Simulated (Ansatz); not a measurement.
# SiNHF3 (SMILES [NH][Si](F)(F)F) at 4 levels

We compute a comparison of 4 runs (UHF/STO-3G, UB3LYP/6-31G*, UCCSD(T)/6-31G*) of SiNHF3. 

Program for the calculation: Ansatz 0.2.0.

86 further runs of the same task are left out: 2 that didn't finish, 84 set aside as unsound or not needed. Runs told in other sessions of the task aren't counted.

**1. The system as given**

The species is SiNHF3 (6 atoms), meant as a doublet with charge 0. As SMILES, `[NH][Si](F)(F)F`. The Si2–F3 distance was set to 2.821 Å, away from the relaxed value. At this shape a bond of the SMILES string is far longer than usual.

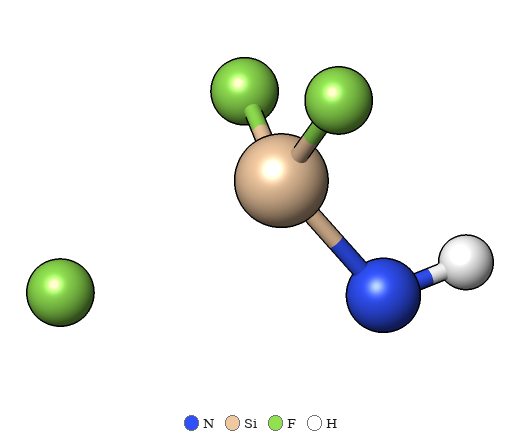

Viewed from a chosen angle; nitrogen blue, silicon light orange, fluorine green, hydrogen white.

**2. The energy at UHF/STO-3G (run 1)**

Contents of molecule.yaml:

```yaml
crystal:
  periodic: [false, false, false]
  atoms:
    - {symbol: "N", position_ang: [-0.749948, 0.222854, 1.887058]}
    - {symbol: Si, position_ang: [0.418152, -0.471346, 0.827058]}
    - {symbol: F, position_ang: [-0.087100, 0.387600, -1.812600]}
    - {symbol: F, position_ang: [0.347652, -2.043146, 0.842958]}
    - {symbol: F, position_ang: [1.876852, -0.022146, 1.208758]}
    - {symbol: H, position_ang: [-0.640748, -0.046346, 2.866358]}
basis:
  gaussian:
    orbitals: STO-3G
hamiltonian:
  xc: hf
output:
  orbitals: {seedname: orbitals}
magnetization:
  spin_polarized: true
  initial_magnetization: 1
accuracy: high
```

Started as:

```sh
$ ansatz run molecule.yaml --threads 1 --pin off --max-ram 3480MiB --events-out events.jsonl --progress --plain --runs-dir runs
```

Output:

```text
Warning: RAYON_NUM_THREADS=1 ignored (pool sized by the plan → 1); use --threads N
Functional definition: HF
  name "HF"
  exchange = exact_x
  correlation = 0
575 factors; integrals over basis functions are off by at most 3.5e-8 eV
mean field evaluation 1: about -17237.7845 eV, gradient 2.0e1 eV
mean field evaluation 2: about -17237.8437 eV, gradient 2.0e1 eV
mean field evaluation 4: about -17245.8404 eV, gradient 3.7e0 eV
mean field evaluation 8: about -17246.0421 eV, gradient 2.9e-1 eV
mean field evaluation 16: about -17250.4731 eV, gradient 2.5e-2 eV
mean field evaluation 32: about -17250.2478 eV, gradient 1.6e-1 eV
mean field evaluation 64: about -17250.1241 eV, gradient 7.2e-2 eV
mean field evaluation 96: about -17250.4095 eV, gradient 3.4e-1 eV
mean field evaluation 128: about -17249.8656 eV, gradient 1.4e0 eV
mean field evaluation 160: about -17250.1910 eV, gradient 1.6e0 eV
mean field evaluation 192: about -17250.4651 eV, gradient 4.2e-1 eV
mean field evaluation 224: about -17248.9214 eV, gradient 4.6e-1 eV
mean field evaluation 256: about -17243.6179 eV, gradient 4.3e0 eV
mean field evaluation 288: about -17246.0347 eV, gradient 5.6e-2 eV
mean field -17250.47315143 eV, -633.9431955245 hartree, gradient 1.8e-8 eV, S^2 1.726748; 7 other end points of the search recorded, 0 dependent functions left out
reference -17250.47315143 eV, -633.9431955245 hartree; 25, 24 occupied and 5, 6 virtual orbitals, 575 factors
Total energy: -17250.47315143 eV, -633.9431955245 hartree
```

It took 2.1 s on 1 thread of Arm Neoverse V1, shared host.

**3. A single-point energy at UB3LYP/6-31G(d) (spherical functions) (run 2)**

Contents of in.yaml:

```yaml
crystal:
  periodic: [false, false, false]
  atoms:
    - {symbol: N, position_ang: [-0.749948, 0.222854, 1.887058]}
    - {symbol: Si, position_ang: [0.418152, -0.471346, 0.827058]}
    - {symbol: F, position_ang: [-0.087100, 0.387600, -1.812600]}
    - {symbol: F, position_ang: [0.347652, -2.043146, 0.842958]}
    - {symbol: F, position_ang: [1.876852, -0.022146, 1.208758]}
    - {symbol: H, position_ang: [-0.640748, -0.046346, 2.866358]}
basis:
  gaussian: {orbitals: 6-31G_st_-spherical.json}
hamiltonian: {xc: {name: B3LYP}}
output: {orbitals: {seedname: orbitals}}
magnetization: {spin_polarized: true, initial_magnetization: 1}
accuracy: high
```

The basis set 6-31G* is read from a file made from the Basis Set Exchange's data (not shown).

Started as:

```sh
$ ansatz run in.yaml --threads 1 --pin off --max-ram 3480MiB --events-out events.jsonl --progress --plain --runs-dir runs
```

Output:

```text
Warning: RAYON_NUM_THREADS=1 ignored (pool sized by the plan → 1); use --threads N
Functional definition: B3LYP
  name "B3LYP"
  parameter a0 = 0.2
  parameter ax = 0.72
  parameter ac = 0.81
  exchange = (1 - a0 - ax)*slater_x + ax*b88_x + a0*exact_x
  correlation = (1 - ac)*vwn_rpa_c + ac*lyp_c
1570 factors; integrals over basis functions are off by at most 8.4e-9 eV
mean field evaluation 1: about -17522.7538 eV, gradient 4.7e1 eV
mean field evaluation 2: about -17236.5132 eV, gradient 1.5e2 eV
mean field evaluation 4: about -17531.0586 eV, gradient 8.5e0 eV
mean field evaluation 8: about -17531.8696 eV, gradient 4.2e0 eV
mean field evaluation 16: about -17532.0779 eV, gradient 4.2e-1 eV
mean field evaluation 32: about -17529.7440 eV, gradient 1.2e1 eV
mean field -17532.17515237 eV, -644.2955531144 hartree, gradient 3.6e-8 eV, S^2 1.063397; 5 other end points of the search recorded, 0 dependent functions left out
reference -17532.17518797 eV, -644.2955544226 hartree; 25, 24 occupied and 51, 52 virtual orbitals, 1570 factors
Total energy: -17532.17518797 eV, -644.2955544226 hartree
```

Wall time 23 s (1 thread of Arm Neoverse V1, shared host); peak memory 0.34 GiB.

Run 3 isn't shown in full; the table further down has it.

**4. A single-point energy at UCCSD(T)/6-31G(d) (spherical functions) (run 4)**

Contents of job.yaml:

```yaml
crystal:
  periodic: [false, false, false]
  atoms:
    - {symbol: "N", position_ang: [-0.749948, 0.222854, 1.887058]}
    - {symbol: Si, position_ang: [0.418152, -0.471346, 0.827058]}
    - {symbol: F, position_ang: [-0.087100, 0.387600, -1.812600]}
    - {symbol: F, position_ang: [0.347652, -2.043146, 0.842958]}
    - {symbol: F, position_ang: [1.876852, -0.022146, 1.208758]}
    - {symbol: H, position_ang: [-0.640748, -0.046346, 2.866358]}
basis:
  gaussian:
    orbitals: 6-31G_st_-spherical.json
magnetization:
  spin_polarized: true
  initial_magnetization: 1
correlation:
  method: ccsd_t
  frozen_orbitals: {F: 1, H: 0, "N": 1, Si: 5}
accuracy: high
scf:
  omitted_lower_state_checks: [cluster_reference, increment]
```

The basis set 6-31G* is read from a file made from the Basis Set Exchange's data (not shown).

Started as:

```sh
$ ansatz run job.yaml --threads 1 --pin off --max-ram 3480MiB --events-out events.jsonl --progress --plain --runs-dir runs
```

Output:

```text
Warning: RAYON_NUM_THREADS=1 ignored (pool sized by the plan → 1); use --threads N
[... 20 lines left out ...]
9 core orbitals not correlated: weight in the atoms' cores, before any rotation towards them, 1.000 or more for the frozen orbitals, at most 0.000 for the correlated occupied ones
[... 49 lines left out ...]
Total energy: -17496.20175229 eV, -642.9735550451 hartree
Checks for a lower state left out: cluster_reference, increment
```

It took 2 min on 1 thread of Arm Neoverse V1, shared host; peak memory 0.68 GiB.

**5. Overview of the runs**

```csv
run,level,Cartesian functions,frozen core orbitals,energy (Eh),HOMO energy (eV),LUMO energy (eV),⟨S²⟩,wall time
1,UHF/STO-3G,no,–,-633.943196,-6.73,5.99,1.727,2.1 s
2,UB3LYP/6-31G* (spherical functions),no,–,-644.295554,-7.90,-5.43,1.063,23 s
3,UB3LYP/6-31G* (Cartesian functions),yes,–,-644.302849,-7.91,-5.45,1.063,24 s
4,UCCSD(T)/6-31G* (spherical functions),no,9,-642.973555,–,–,1.635,2 min
```

**6. Results**

```
                                          quantity          value
                               run 4: total energy  -642.97356 Eh
run 4: correlation energy (9 core orbitals frozen)     -726.3 mEh
                             run 4: (T) correction     -16.35 mEh
          run 4: ⟨S²⟩ of the reference determinant          1.635
                              run 4: T1 diagnostic          0.052
```

**Reading.** In run 1 the basis is minimal, so the values are rough. Spin contamination of the reference: run 1 ⟨S²⟩ = 1.73, run 4 ⟨S²⟩ = 1.64, run 2 ⟨S²⟩ = 1.06, run 3 ⟨S²⟩ = 1.06. Where it is this large, the reference is a mixture of spin states, and values that rest on it are in doubt. All runs together took 2.8 min, the longest 2 min.
